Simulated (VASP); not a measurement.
**Quasiparticle energies of CsSnI3 in VASP**

How does the gap of CsSnI3 change from the starting functional to GW? The cell has space group Pm-3m, a computed entry that need not be the common form of this compound. The start is a computed cell from the Materials Project.

Main program and level: VASP 6.6.1; PBE; plane waves and PAW (Cs_sv, I, Sn_d), in the first sound run; inputs show where later runs differ.

## (1) Set-up

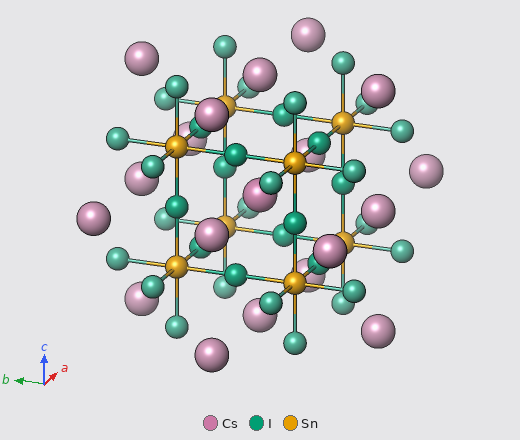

The cell as given, from a free direction (caesium pink, iodine teal, tin orange). Some periodic images of atoms are drawn too.

## (2) Relaxation

The atoms are relaxed first inside the given cell, which is kept (ISIF = 2), since band edges depend on the positions.

Contents of INCAR:

```
SYSTEM = CsSnI3
PREC = Accurate
ENCUT = 400
EDIFF = 1E-06
NELM = 100
ISMEAR = 0
SIGMA = 0.05
LREAL = .FALSE.
ALGO = Normal
GGA = PE
NBANDS = 28
LWAVE = .FALSE.
LCHARG = .FALSE.
KPAR = 8
IBRION = 2
NSW = 60
ISIF = 2
EDIFFG = -0.01
```

Contents of POSCAR:

```
CsSnI3
1.0
    6.2862280000      0.0000000000      0.0000000000
    0.0000000000      6.2862280000      0.0000000000
    0.0000000000      0.0000000000      6.2862280000
Cs I Sn
1 3 1
Direct
    0.5000000000      0.5000000000      0.5000000000
    0.5000000000      0.0000000000      0.0000000000
    0.0000000000      0.0000000000      0.5000000000
    0.0000000000      0.5000000000      0.0000000000
    0.0000000000      0.0000000000      0.0000000000
```

Contents of KPOINTS:

```
Automatic mesh
0
Gamma
4 4 4
0 0 0
```

Potentials, in the order of the species: Cs_sv, I and Sn_d (PBE family, release 64).

The run is started by

```sh
$ mpirun -np 8 vasp_std
```

The program printed:

```text
[banner, memory and clock lines left out]
running    8 mpi-ranks, on    1 nodes
 distrk:  each k-point on    1 cores,    8 groups
 distr:  one band on    1 cores,    1 groups

 POSCAR found type information on POSCAR CsI Sn
 POSCAR found :  3 types and       5 ions
|                                                                             |
|           W    W    AA    RRRRR   N    N  II  N    N   GGGG   !!!           |
|           W    W   A  A   R    R  NN   N  II  NN   N  G    G  !!!           |
|           W    W  A    A  R    R  N N  N  II  N N  N  G       !!!           |
|           W WW W  AAAAAA  RRRRR   N  N N  II  N  N N  G  GGG   !            |
|           WW  WW  A    A  R   R   N   NN  II  N   NN  G    G                |
|           W    W  A    A  R    R  N    N  II  N    N   GGGG   !!!           |
|                                                                             |
|     For optimal performance we recommend to set                             |
|       NCORE = 2 up to number-of-cores-per-socket                            |
|     NCORE specifies how many cores store one orbital (NPAR=cpu/NCORE).      |
|     This setting can greatly improve the performance of VASP for DFT.       |
|     The default, NCORE=1 might be grossly inefficient on modern             |
|     multi-core architectures or massively parallel machines. Do your        |
|     Unfortunately you need to use the default for GW and RPA                |
|     calculations (for HF NCORE is supported but not extensively tested      |
|     yet).                                                                   |
|                                                                             |

 LDA part: xc-table for (Slater+PW92), standard interpolation
 POSCAR, INCAR and KPOINTS ok, starting setup
 FFT: planning ... GRIDC
 FFT: planning ... GRID_SOFT
 FFT: planning ... GRID
 WAVECAR not read
 entering main loop
       N       E                     dE             d eps       ncg     rms          rms(c)
DAV:   1     0.312009969141E+03    0.31201E+03   -0.15689E+04   560   0.114E+03
DAV:   2     0.202444672733E+02   -0.29177E+03   -0.28402E+03   680   0.261E+02
DAV:   3    -0.131076290059E+02   -0.33352E+02   -0.33223E+02   652   0.105E+02
DAV:   4    -0.142555193481E+02   -0.11479E+01   -0.11460E+01   748   0.238E+01
DAV:   5    -0.142926149455E+02   -0.37096E-01   -0.37092E-01   820   0.369E+00    0.392E+00
DAV:   6    -0.139964796463E+02    0.29614E+00   -0.47755E-01   704   0.356E+00    0.258E+00
DAV:   7    -0.139670390661E+02    0.29441E-01   -0.33078E-01   692   0.232E+00    0.105E+00
DAV:   8    -0.139724903961E+02   -0.54513E-02   -0.47929E-02   664   0.147E+00    0.284E-01
DAV:   9    -0.139720463439E+02    0.44405E-03   -0.48631E-03   716   0.511E-01    0.120E-01
DAV:  10    -0.139722868965E+02   -0.24055E-03   -0.72989E-04   652   0.132E-01    0.544E-02
DAV:  11    -0.139723422727E+02   -0.55376E-04   -0.29083E-04   728   0.111E-01    0.310E-02
DAV:  12    -0.139723449154E+02   -0.26427E-05   -0.32245E-05   692   0.357E-02    0.257E-02
DAV:  13    -0.139723434133E+02    0.15021E-05   -0.15807E-06   472   0.973E-03    0.127E-02
DAV:  14    -0.139723423800E+02    0.10332E-05   -0.35189E-06   544   0.120E-02    0.143E-03
DAV:  15    -0.139723423960E+02   -0.15999E-07   -0.36627E-07   372   0.390E-03
   1 F= -.13972342E+02 E0= -.13972342E+02  d E =-.139723E+02
 curvature:   0.00 expect dE= 0.000E+00 dE for cont linesearch  0.000E+00
 trial: gam= 0.00000 g(F)=  0.000E+00 g(S)=  0.000E+00 ort = 0.000E+00 (trialstep = 0.100E+01)
 search vector abs. value=  0.100E-09
 reached required accuracy - stopping structural energy minimisation
```

Elapsed: 14 s, on 8 MPI ranks of AMD EPYC 7R43, shared host; peak memory 2.2 GiB; 1.8 min of CPU time.

The logs omit lines about the potential files and the build; timing stands in the text.

From OUTCAR (step 2):

```text
ion  position               nearest neighbor table
   1  0.500  0.500  0.500-
   2  0.500  0.000  0.000-   5 3.14   5 3.14
   3  0.000  0.000  0.500-   5 3.14   5 3.14
   4  0.000  0.500  0.000-   5 3.14   5 3.14
   5  0.000  0.000  0.000-   2 3.14   3 3.14   4 3.14   3 3.14   4 3.14   2 3.14

  LATTYP: Found a simple cubic cell.
 ALAT       =     6.2862280000

 Subroutine GETGRP returns: Found 48 space group operations
 (whereof 48 operations were pure point group operations)

The static configuration has the point symmetry O_h .

 Found     10 irreducible k-points:

   k-points           NKPTS =     10   k-points in BZ     NKDIM =     10   number of bands    NBANDS=     28

   dimension x,y,z NGX =    42 NGY =   42 NGZ =   42
   dimension x,y,z NGXF=    84 NGYF=   84 NGZF=   84

   ENCUT  =  400.0 eV  29.40 Ry    5.42 a.u.  10.25 10.25 10.25*2*pi/ulx,y,z

   NELECT =      44.0000    total number of electrons

 k-points in reciprocal lattice and weights: Automatic mesh
   0.00000000  0.00000000  0.00000000       0.016
   0.25000000  0.00000000  0.00000000       0.094
   0.50000000  0.00000000  0.00000000       0.047
   0.25000000  0.25000000  0.00000000       0.188
   0.50000000  0.25000000  0.00000000       0.188
   0.50000000  0.50000000  0.00000000       0.047
   0.25000000  0.25000000  0.25000000       0.125
   0.50000000  0.25000000  0.25000000       0.188
   0.50000000  0.50000000  0.25000000       0.094
   0.50000000  0.50000000  0.50000000       0.016

 average (electrostatic) potential at core
       1 -49.5166       2 -93.4653       3 -93.4653       4 -93.4653       5-105.2467

 E-fermi :   2.6557

 k-point     1 :       0.0000    0.0000    0.0000
  band No.  band energies     occupation
    ...
     18       0.3307      2.00000
     19       0.3307      2.00000
     20       0.4688      2.00000
     21       0.4688      2.00000
     22       0.4688      2.00000
     23       4.7763      0.00000
     24       5.7746      0.00000
     25       5.7746      0.00000
     26       6.1102      0.00000
     27       6.1102      0.00000
    ...

 k-point     2 :       0.2500    0.0000    0.0000
  band No.  band energies     occupation
    ...
     18       0.2295      2.00000
     19       0.2552      2.00000
     20       0.4022      2.00000
     21       0.4022      2.00000
     22       0.4604      2.00000
     23       5.3124      0.00000
     24       5.3536      0.00000
     25       6.0994      0.00000
     26       6.2369      0.00000
     27       6.3110      0.00000
    ...

 k-point     3 :       0.5000    0.0000    0.0000
  band No.  band energies     occupation
    ...
     18       0.1031      2.00000
     19       0.1840      2.00000
     20       0.3618      2.00000
     21       0.3618      2.00000
     22       0.9771      2.00000
     23       3.6311      0.00000
     24       6.2570      0.00000
     25       6.5041      0.00000
     26       6.7204      0.00000
     27       6.7317      0.00000
    ...

  Total        0.1890201      0.1890201      0.1890201     -0.0000000     -0.0000000      0.0000000
  in kB        1.2191248      1.2191248      1.2191248     -0.0000000     -0.0000000      0.0000000
  external PRESSURE =       1.2191248 kB  Pullay stress =       0.0000000 kB

  energy-cutoff  :      400.00
  volume of cell :      248.41
      direct lattice vectors                 reciprocal lattice vectors
     6.286228000  0.000000000  0.000000000     0.159077908  0.000000000  0.000000000
     0.000000000  6.286228000  0.000000000     0.000000000  0.159077908  0.000000000
     0.000000000  0.000000000  6.286228000     0.000000000  0.000000000  0.159077908

 POSITION                                       TOTAL-FORCE (eV/Angst)
 -----------------------------------------------------------------------------------
      3.14311      3.14311      3.14311         0.000000      0.000000      0.000000
      3.14311      0.00000      0.00000         0.000000      0.000000      0.000000
      0.00000      0.00000      3.14311         0.000000      0.000000      0.000000
      0.00000      3.14311      0.00000         0.000000      0.000000      0.000000
      0.00000      0.00000      0.00000         0.000000      0.000000      0.000000
 -----------------------------------------------------------------------------------
    total drift:                               -0.000000      0.000000     -0.000000

  FREE ENERGIE OF THE ION-ELECTRON SYSTEM (eV)
  ---------------------------------------------------
  free  energy   TOTEN  =       -13.9723423960 eV

  energy  without entropy=      -13.9723423960  energy(sigma->0) =      -13.97234240

 reached required accuracy - stopping structural energy minimisation

[... 3 further parts left out ...]
```

The run keeps the 48 symmetry operations of its start, so it cannot find a distortion of lower symmetry.

The forces vanish from the start, and no atom moves.

Numbers from this step:

```yaml
free_energy_toten: -13.97 eV
fermi_energy: 2.656 eV
pressure: 0.1219 GPa
```

The forces stay under 1e-4 eV/Å.

## (3) Ground state

This step: PBE; plane waves and PAW (Cs_sv_GW, I_GW, Sn_d_GW) (VASP 6.6.1).

The orbitals come from a self-consistent PBE run with a tight EDIFF and a narrow smearing. KPOINTS_OPT adds the bands along a path, which shows whether the mesh holds the band edges.

Contents of INCAR:

```
SYSTEM = CsSnI3
PREC = Accurate
ENCUT = 300
EDIFF = 1E-08
NELM = 100
ISMEAR = 0
SIGMA = 0.01
LREAL = .FALSE.
ALGO = Normal
GGA = PE
NBANDS = 28
LORBIT = 11
LWAVE = .TRUE.
LCHARG = .FALSE.
KPAR = 8
```

POSCAR is that of step 2.

KPOINTS is that of step 2.

Contents of KPOINTS_OPT:

```
Line mode
12
Line-mode
Reciprocal
  0.00000000   0.00000000   0.00000000 GAMMA
  0.00000000   0.50000000   0.00000000 X

  0.00000000   0.50000000   0.00000000 X
  0.50000000   0.50000000   0.00000000 M

  0.50000000   0.50000000   0.00000000 M
  0.00000000   0.00000000   0.00000000 GAMMA

  0.00000000   0.00000000   0.00000000 GAMMA
  0.50000000   0.50000000   0.50000000 R

  0.50000000   0.50000000   0.50000000 R
  0.00000000   0.50000000   0.00000000 X

  0.50000000   0.50000000   0.00000000 M
  0.50000000   0.50000000   0.50000000 R
```

The projector-augmented-wave data sets are Cs_sv_GW, I_GW and Sn_d_GW (PBE family, release 64).

The run is started by

```sh
$ mpirun -np 8 vasp_std
```

The program printed:

```text
[banner, memory and clock lines left out]
running    8 mpi-ranks, on    1 nodes
 distrk:  each k-point on    1 cores,    8 groups
 distr:  one band on    1 cores,    1 groups

 POSCAR found type information on POSCAR CsI Sn
 POSCAR found :  3 types and       5 ions
 [... a notice as in an earlier step ...]

 LDA part: xc-table for (Slater+PW92), standard interpolation
 POSCAR, INCAR and KPOINTS ok, starting setup
 FFT: planning ... GRIDC
 FFT: planning ... GRID_SOFT
 FFT: planning ... GRID
 WAVECAR not read
 entering main loop
       N       E                     dE             d eps       ncg     rms          rms(c)
DAV:   1     0.331367613287E+03    0.33137E+03   -0.12822E+04   808   0.245E+03
DAV:   2     0.255795499656E+02   -0.30579E+03   -0.29796E+03   968   0.597E+02
DAV:   3    -0.139666241795E+02   -0.39546E+02   -0.39394E+02   864   0.123E+02
DAV:   4    -0.160076290944E+02   -0.20410E+01   -0.20388E+01  1040   0.269E+01
DAV:   5    -0.160965207415E+02   -0.88892E-01   -0.88872E-01   848   0.595E+00    0.300E+00
DAV:   6    -0.157056779856E+02    0.39084E+00   -0.58646E-01   872   0.864E+00    0.180E+00
DAV:   7    -0.156343209422E+02    0.71357E-01   -0.38929E-01   888   0.417E+00    0.843E-01
DAV:   8    -0.156369213708E+02   -0.26004E-02   -0.62524E-02   744   0.399E+00    0.164E-01
DAV:   9    -0.156351519831E+02    0.17694E-02   -0.93360E-03   824   0.191E+00    0.758E-02
DAV:  10    -0.156353252245E+02   -0.17324E-03   -0.12931E-03   784   0.329E-01    0.258E-02
DAV:  11    -0.156353648760E+02   -0.39652E-04   -0.23050E-04  1008   0.201E-01    0.164E-02
DAV:  12    -0.156353666933E+02   -0.18173E-05   -0.19086E-05   784   0.257E-02    0.358E-03
DAV:  13    -0.156353665967E+02    0.96657E-07   -0.53530E-06   928   0.203E-02    0.135E-03
DAV:  14    -0.156353663337E+02    0.26296E-06   -0.59950E-07   768   0.522E-03    0.661E-04
DAV:  15    -0.156353665512E+02   -0.21751E-06   -0.66865E-08   744   0.186E-03    0.839E-05
DAV:  16    -0.156353665696E+02   -0.18370E-07   -0.60204E-09   524   0.932E-04    0.489E-05
DAV:  17    -0.156353665768E+02   -0.72014E-08   -0.20490E-09   472   0.824E-04
   1 F= -.15635367E+02 E0= -.15635367E+02  d E =-.148727E-54
 Start KPOINTS_OPT (optional k-point list driver)
k-point batch [1-10\72]
       N       E                     dE             ncg
DAV:   1    -0.573306848349E+02   -0.19127E+04      808
DAV:   2    -0.306264572618E+04   -0.30053E+04      976
DAV:   3    -0.346926523783E+04   -0.40662E+03      888
DAV:   4    -0.348872885555E+04   -0.19464E+02      916
DAV:   5    -0.349080387992E+04   -0.20750E+01     1024
DAV:   6    -0.349084489571E+04   -0.41016E-01      808
DAV:   7    -0.349084914048E+04   -0.42448E-02      968
DAV:   8    -0.349084926564E+04   -0.12516E-03      832
DAV:   9    -0.349084927606E+04   -0.10419E-04      960
DAV:  10    -0.349084927635E+04   -0.29585E-06      832
DAV:  11    -0.349084927638E+04   -0.20764E-07      800
DAV:  12    -0.349084927638E+04   -0.14188E-08      544
[...]
k-point batch [71-72\72]
       N       E                     dE             ncg
DAV:   1     0.625853010915E+04   -0.16119E+04      160
DAV:   2     0.564873819979E+04   -0.60979E+03      200
DAV:   3     0.556057515011E+04   -0.88163E+02      192
DAV:   4     0.555619636770E+04   -0.43788E+01      176
DAV:   5     0.555587574662E+04   -0.32062E+00      200
DAV:   6     0.555586680997E+04   -0.89366E-02      160
DAV:   7     0.555586632402E+04   -0.48595E-03      192
DAV:   8     0.555586630608E+04   -0.17944E-04      184
DAV:   9     0.555586630497E+04   -0.11136E-05      192
DAV:  10     0.555586630493E+04   -0.38415E-07      168
DAV:  11     0.555586630492E+04   -0.33433E-08      120
 writing wavefunctions
```

The job ended after 46 s (8 MPI ranks; peak memory 2.1 GiB).

From OUTCAR (step 3):

```text
The static configuration has the point symmetry O_h .

 Found     10 irreducible k-points:

   dimension x,y,z NGX =    36 NGY =   36 NGZ =   36
   dimension x,y,z NGXF=    72 NGYF=   72 NGZF=   72

   ENCUT  =  300.0 eV  22.05 Ry    4.70 a.u.   8.88  8.88  8.88*2*pi/ulx,y,z

   NELECT =      44.0000    total number of electrons

 E-fermi :   2.5201

 k-point     1 :       0.0000    0.0000    0.0000
  band No.  band energies     occupation
    ...
     18       0.3230      2.00000
     19       0.3230      2.00000
     20       0.4619      2.00000
     21       0.4619      2.00000
     22       0.4619      2.00000
     23       4.7674      0.00000
     24       5.7709      0.00000
     25       5.7709      0.00000
     26       6.1116      0.00000
     27       6.1116      0.00000
    ...

 k-point     2 :       0.2500    0.0000    0.0000
  band No.  band energies     occupation
    ...
     18       0.2220      2.00000
     19       0.2480      2.00000
     20       0.3954      2.00000
     21       0.3954      2.00000
     22       0.4535      2.00000
     23       5.3039      0.00000
     24       5.3422      0.00000
     25       6.0931      0.00000
     26       6.2325      0.00000
     27       6.3117      0.00000
    ...

  Total       -0.0268239     -0.0268239     -0.0268239      0.0000000      0.0000000      0.0000000
  in kB       -0.1730066     -0.1730066     -0.1730066      0.0000000      0.0000000      0.0000000
  external PRESSURE =      -0.1730066 kB  Pullay stress =       0.0000000 kB

  energy-cutoff  :      300.00
  volume of cell :      248.41
      direct lattice vectors                 reciprocal lattice vectors
     6.286228000  0.000000000  0.000000000     0.159077908  0.000000000  0.000000000
     0.000000000  6.286228000  0.000000000     0.000000000  0.159077908  0.000000000
     0.000000000  0.000000000  6.286228000     0.000000000  0.000000000  0.159077908

  FREE ENERGIE OF THE ION-ELECTRON SYSTEM (eV)
  ---------------------------------------------------
  free  energy   TOTEN  =       -15.6353665768 eV

  energy  without entropy=      -15.6353665768  energy(sigma->0) =      -15.63536658

 total charge
# of ion       s       p       d       f       tot
--------------------------------------------------
    1        1.962   5.295   0.016   0.002   7.275
    2        1.611   3.130   0.013   0.000   4.754
    3        1.611   3.130   0.013   0.000   4.754
    4        1.611   3.130   0.013   0.000   4.754
    5        1.454   0.565  10.039   0.011  12.070
--------------------------------------------------
tot          8.250  15.250  10.094   0.013  33.607

[... 6 parts as in an earlier step ...]

[... 5 further parts left out ...]
```

Numbers from this step:

- free energy (TOTEN): -15.64 eV
- Fermi energy: 2.520 eV
- pressure: -0.01730 GPa
- least gap on mesh and path: 0.4704 eV
- least direct gap on mesh and path: 0.4704 eV

The highest empty bands on the path are converged less tightly, to about 0.1 eV. The electronic bands at the labelled points (eV, zero at the valence-band top; v1 is the highest filled band, c1 the lowest empty one):

```tsv
point	v4	v3	v2	v1	c1	c2	c3	c4
Γ	-2.09	-1.95	-1.95	-1.95	2.36	3.36	3.36	3.70
X	-2.23	-2.06	-2.06	-1.44	1.21	3.84	4.08	4.30
M	-2.37	-2.30	-1.55	-0.71	0.90	0.90	3.98	4.37
Γ	-2.09	-1.95	-1.95	-1.95	2.36	3.36	3.36	3.70
R	-1.53	-1.53	-1.53	0.00	0.47	0.47	0.47	3.20
X	-2.23	-2.06	-2.06	-1.44	1.21	3.84	4.08	4.34
jump to M	-2.37	-2.30	-1.55	-0.71	0.90	0.90	3.98	4.37
R	-1.53	-1.53	-1.53	0.00	0.47	0.47	0.47	3.20
```

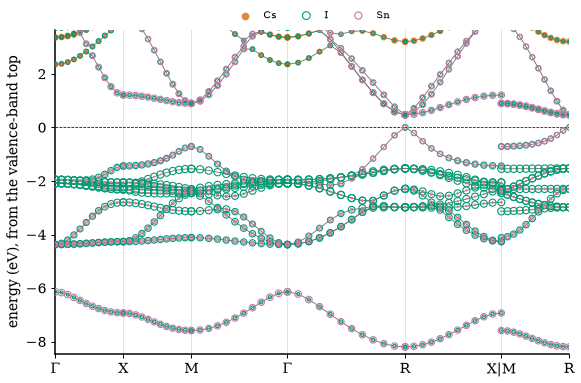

Electronic bands along the path; dots are coloured as in the legend, and their area grows with the weight.

The cell has a gap of 0.470 eV on mesh and path. Spin-orbit coupling is left out, which can shift or reorder these edges.

(Continued in part 2 of 4.)

[Lines on the potential files, build, host, timing and source positions are cut from VASP's logs without a mark.]

[Logs are printed without paths, hosts, clocks, repeated set-up lines and the standing remarks that a program may print on its own settings, such as how far it seeks lower states.]

[Hosts, paths, dates, database ids (printed as entryN), source tags and the programs' standing remarks are cut or masked in the printed files.]

[Pressures printed for these runs are not shown converged in the cutoff: they can be off by several GPa and have the wrong sign.]
